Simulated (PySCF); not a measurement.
# NO2F (nitryl fluoride), step by step, part 3 of 3

PySCF 2.14.0. Earlier steps stand in the parts before.

## 5. The vertical excitations at TD-RPBE/6-31++G(d,p) (Cartesian functions, COSMO water, spin of roots singlet) (run 4)

Input file calc.py:

```python
from pyscf import gto, dft, tdscf, solvent

mol = gto.Mole()
mol.atom = '''
O    0.226340   0.470439   1.054557
N    0.080460  -0.076977   0.047166
O    0.528961  -1.042944  -0.401625
F   -0.791822   0.537139  -0.772456
'''
mol.spin = 0
mol.basis = '6-31++g**'
mol.cart = True
mol.charge = 0
mol.max_memory = 1860
mol.verbose = 4
mol.build()

ks = dft.RKS(mol, xc='rpbe')
ks = ks.PCM()
ks.with_solvent.method = 'COSMO'
ks.with_solvent.eps = 78.3553  # water
ks.kernel()

etot = ks.e_tot
print('E(%s) = %.9f' % ('RPBE', etot))

td = ks.TDDFT()
td.nstates = 3
td.kernel()
td.analyze()
roots = td.e * 27.211386
osc = td.oscillator_strength()
print('state   eV      nm      f')
for i, (w, f) in enumerate(zip(roots, osc), 1):
    print('%3d %9.4f %8.1f %9.5f' % (i, w, 1239.842 / w, f))
```

Started as:

```console
$ OMP_NUM_THREADS=1 python calc.py
```

The program printed:

```text
PySCF version 2.14.0

[INPUT] num. atoms = 4
[INPUT] num. electrons = 32
[INPUT] charge = 0
[INPUT] spin (= nelec alpha-beta = 2S) = 0
[INPUT] symmetry False subgroup None
[INPUT] Mole.unit = angstrom
[INPUT] Cartesian GTO integrals (6d 10f)
[INPUT] Symbol           X                Y                Z      unit          X                Y                Z       unit  Magmom
[INPUT]  1 O      0.226340000000   0.470439000000   1.054557000000 AA    0.427720611034   0.889000868314   1.992823912743 Bohr   0.0
[INPUT]  2 N      0.080460000000  -0.076977000000   0.047166000000 AA    0.152047363983  -0.145465447891   0.089130822391 Bohr   0.0
[INPUT]  3 O      0.528961000000  -1.042944000000  -0.401625000000 AA    0.999591420576  -1.970878523258  -0.758961254778 Bohr   0.0
[INPUT]  4 F     -0.791822000000   0.537139000000  -0.772456000000 AA   -1.496326719405   1.015045600823  -1.459730283277 Bohr   0.0

nuclear repulsion = 128.439279857064
number of shells = 32
number of NR pGTOs = 128
number of NR cGTOs = 76
basis = 6-31++g**
ecp = {}

******** <class 'pyscf.solvent._attach_solvent.PCMRKS'> ********
method = PCMRKS
initial guess = minao
damping factor = 0
level_shift factor = 0
DIIS = <class 'pyscf.scf.diis.CDIIS'>
diis_start_cycle = 1
diis_space = 8
diis_damp = 0
SCF conv_tol = 1e-09
SCF conv_tol_grad = None
SCF max_cycles = 50
direct_scf = True
direct_scf_tol = 1e-13
XC library pyscf.dft.libxc version 7.0.0
    S. Lehtola, C. Steigemann, M. J.T. Oliveira, and M. A.L. Marques.,  SoftwareX 7, 1–5 (2018)
XC functionals = rpbe
    B. Hammer, L. B. Hansen, and J. K. Nørskov.,  Phys. Rev. B 59, 7413 (1999)
    J. P. Perdew, K. Burke, and M. Ernzerhof.,  Phys. Rev. Lett. 77, 3865 (1996)
    J. P. Perdew, K. Burke, and M. Ernzerhof.,  Phys. Rev. Lett. 78, 1396 (1997)
radial grids:
    Treutler-Ahlrichs [JCP 102, 346 (1995); DOI:10.1063/1.469408] (M4) radial grids

becke partition: Becke, JCP 88, 2547 (1988); DOI:10.1063/1.454033
pruning grids: <function nwchem_prune>
grids dens level: 3
symmetrized grids: False
atomic radii adjust function: <function treutler_atomic_radii_adjust>
small_rho_cutoff = 0
******** <class 'pyscf.solvent.pcm.PCM'> (In testing) ********

WARN: PCM is an experimental feature. It is still in testing.
Features and APIs may be changed in the future.

lebedev_order = 29 (302 grids per sphere)
eps = 78.3553
frozen = False
Set gradient conv threshold to 3.16228e-05
Initial guess from minao.
tot grids = 56328
PCM E_diel = -5.34210228330878e-05
Solvent Energy = -5.34210228330878e-05
init E= -305.925524402742
  HOMO = -0.344739614246689  LUMO = -0.0721081035573077  gap/eV = 7.41868
PCM E_diel = -0.013710293966761
Solvent Energy = -0.013710293966761
cycle= 1 E= -304.631993465069  delta_E= 1.29  |g|= 1.23  |ddm|= 2.51
  HOMO = -0.209748844166694  LUMO = -0.128110991574724  gap/eV = 2.22148
PCM E_diel = -0.0174876420776751
Solvent Energy = -0.0174876420776751
cycle= 2 E= -303.59727423901  delta_E= 1.03  |g|= 2.77  |ddm|= 2.73
  HOMO = -0.286653765143463  LUMO = -0.109422550382683  gap/eV = 4.82271
PCM E_diel = -0.00417933637000643
Solvent Energy = -0.00417933637000643
cycle= 3 E= -304.873502516702  delta_E= -1.28  |g|= 0.388  |ddm|= 2.06
  HOMO = -0.290247195489619  LUMO = -0.106996619836895  gap/eV = 4.98650
PCM E_diel = -0.00323328794435075
Solvent Energy = -0.00323328794435075
cycle= 4 E= -304.89102238264  delta_E= -0.0175  |g|= 0.21  |ddm|= 0.373
  HOMO = -0.298191937038897  LUMO = -0.116057760880816  gap/eV = 4.95612
PCM E_diel = -0.00323861629595705
Solvent Energy = -0.00323861629595705
cycle= 5 E= -304.898428741842  delta_E= -0.00741  |g|= 0.0221  |ddm|= 0.149
  HOMO = -0.293872338682233  LUMO = -0.111220850448386  gap/eV = 4.97020
PCM E_diel = -0.0033445801810461
Solvent Energy = -0.0033445801810461
cycle= 6 E= -304.898527374436  delta_E= -9.86e-05  |g|= 0.00459  |ddm|= 0.0237
  HOMO = -0.294577424881874  LUMO = -0.111857955511161  gap/eV = 4.97205
PCM E_diel = -0.00333356047622557
Solvent Energy = -0.00333356047622557
cycle= 7 E= -304.898531679334  delta_E= -4.3e-06  |g|= 0.000425  |ddm|= 0.004
  HOMO = -0.294573113624734  LUMO = -0.111851961825729  gap/eV = 4.97210
PCM E_diel = -0.0033358898660893
Solvent Energy = -0.0033358898660893
cycle= 8 E= -304.898531711199  delta_E= -3.19e-08  |g|= 0.000105  |ddm|= 0.000466
  HOMO = -0.294573865331303  LUMO = -0.111851416661491  gap/eV = 4.97213
PCM E_diel = -0.00333593623000447
Solvent Energy = -0.00333593623000447
cycle= 9 E= -304.898531711023  delta_E= 1.76e-10  |g|= 0.000107  |ddm|= 0.00013
  HOMO = -0.29457409547661  LUMO = -0.111850970282813  gap/eV = 4.97215
PCM E_diel = -0.0033359819971947
Solvent Energy = -0.0033359819971947
cycle= 10 E= -304.898531713213  delta_E= -2.19e-09  |g|= 1.42e-05  |ddm|= 8.69e-05
  HOMO = -0.29457385416464  LUMO = -0.111850464250209  gap/eV = 4.97216
PCM E_diel = -0.00333597086250239
Solvent Energy = -0.00333597086250239
cycle= 11 E= -304.898531713252  delta_E= -3.92e-11  |g|= 1.81e-06  |ddm|= 1.15e-05
  HOMO = -0.294573926901833  LUMO = -0.111850564131714  gap/eV = 4.97216
PCM E_diel = -0.00333597963091115
Solvent Energy = -0.00333597963091115
Extra cycle  E= -304.89853171325  delta_E= 2.39e-12  |g|= 4.66e-06  |ddm|= 4.45e-06
converged SCF energy = -304.89853171325
E(RPBE) = -304.898531713

******** <class 'pyscf.solvent._attach_solvent.PCMCasidaTDDFT'> for <class 'pyscf.solvent._attach_solvent.PCMRKS'> ********
nstates = 3 singlet
deg_eia_thresh = 1.000e-03
wfnsym = None
conv_tol = 1e-05
eigh lindep = 1e-12
eigh level_shift = 0
eigh max_cycle = 100

Solvent model for TDDFT:
******** <class 'pyscf.solvent.pcm.PCM'> (In testing) ********

WARN: PCM is an experimental feature. It is still in testing.
Features and APIs may be changed in the future.

lebedev_order = 29 (302 grids per sphere)
eps = 1.78
frozen = False
TDDFT non-equilibrium solvation with eps=1.78
Excitation energies (eV)
[5.16443853 6.78002788 7.3960721 ]

** Singlet excitation energies and oscillator strengths **
      16 -> 17        0.70695
      14 -> 17        0.70690
      15 -> 17       -0.33130
      16 -> 18        0.62287

** Transition electric dipole moments (AU) **
state          X           Y           Z        Dip. S.      Osc.
  1         0.0000     -0.0000     -0.0000      0.0000      0.0000
  2        -0.0420     -0.0300      0.0224      0.0032      0.0005
  3        -0.0405      0.2023      0.1946      0.0805      0.0146

** Transition velocity dipole moments (imaginary part, AU) **
state          X           Y           Z        Dip. S.      Osc.
  1         0.0000     -0.0000     -0.0000      0.0000      0.0000
  2        -0.0095     -0.0068      0.0051      0.0002      0.0004
  3        -0.0104      0.0520      0.0500      0.0053      0.0130

** Transition magnetic dipole moments (imaginary part, AU) **
state          X           Y           Z
  1        -0.2515      0.1771     -0.2363
  2        -0.1600      0.8000      0.7697
  3        -0.1334     -0.0949      0.0709
state   eV      nm      f
  1    5.1644    240.1   0.00000
  2    6.7800    182.9   0.00053
  3    7.3961    167.6   0.01458
```

Wall time 55 s (1 thread of Intel Xeon at 2.50GHz (Skylake/Cascade Lake), shared host); peak memory 0.45 GiB.

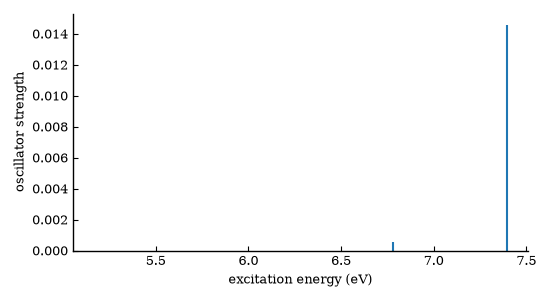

Vertical excitations as sticks.

The roots found:

```
excited state  energy (eV)  strength
            1        5.164    0.0000
            2        6.780    0.0005
            3        7.396    0.0146
```

## 6. Results

What follows sums up all 3 parts.

| quantity | value |
| --- | --- |
| run 1, HF/def2-mTZVPP: total energy at the end | -303.53708 Eh |
| run 1, HF/def2-mTZVPP: dipole moment | 0.50 D |
| run 1, HF/def2-mTZVPP: HOMO energy | -14.38 eV |
| run 1, HF/def2-mTZVPP: LUMO energy | 2.33 eV |
| run 1, HF/def2-mTZVPP: HOMO–LUMO gap | 16.71 eV |
| run 2, HF/def2-mTZVPP: total energy | -303.53707 Eh |
| run 2, HF/def2-mTZVPP: lowest harmonic wavenumber | 703 cm⁻¹ |
| run 2, HF/def2-mTZVPP: highest harmonic wavenumber | 1945 cm⁻¹ |
| run 2, HF/def2-mTZVPP: zero-point energy | 41.3 kJ/mol |
| run 3, NEVPT2(4,3)/BFD-VDZ: total energy | -65.83774 Eh |
| run 3, NEVPT2(4,3)/BFD-VDZ: dipole moment (Hartree–Fock density) | 0.45 D |
| run 3, NEVPT2(4,3)/BFD-VDZ: HOMO energy (Hartree–Fock orbitals) | -14.69 eV |
| run 3, NEVPT2(4,3)/BFD-VDZ: LUMO energy (Hartree–Fock orbitals) | 2.05 eV |
| run 3, NEVPT2(4,3)/BFD-VDZ: HOMO–LUMO gap (Hartree–Fock orbitals) | 16.74 eV |
| run 4, TD-RPBE/6-31++G**: ground-state or mean-field energy | -304.89853 Eh |
| run 4, TD-RPBE/6-31++G**: dipole moment (RPBE Kohn–Sham density) | 0.29 D |
| run 4, TD-RPBE/6-31++G**: HOMO energy (RPBE Kohn–Sham orbitals) | -8.02 eV |
| run 4, TD-RPBE/6-31++G**: LUMO energy (RPBE Kohn–Sham orbitals) | -3.04 eV |
| run 4, TD-RPBE/6-31++G**: HOMO–LUMO gap (RPBE Kohn–Sham orbitals) | 4.97 eV |
| run 4, TD-RPBE/6-31++G**: solvent term in the energy | -8.8 kJ/mol |
| run 4, TD-RPBE/6-31++G**: lowest singlet excitation energy | 5.16 eV |

What this shows: The program (run 2, HF/def2-mTZVPP) took a symmetry number of 1 where this shape has 2, so the entropy in its output is too high by R ln(2/1) = 1.38 cal/(mol K). The optimisation (run 1, HF/def2-mTZVPP) took 11 steps and changed the energy by -0.921 eV. All 6 modes (run 2, HF/def2-mTZVPP) are real, so the shape is a minimum at this level. Mulliken charges (run 2, HF/def2-mTZVPP) run from -0.11 on O3 to +0.33 on N2. The brightest of the 3 transitions from the ground state lies at 7.40 eV (168 nm, f = 0.015); the lowest, at 5.16 eV, has f = 0.000. Mulliken charges (run 4, TD-RPBE/6-31++G**) of the mean-field density run from -0.13 on F4 to +0.34 on N2; in a basis this large or diffuse they mean little.
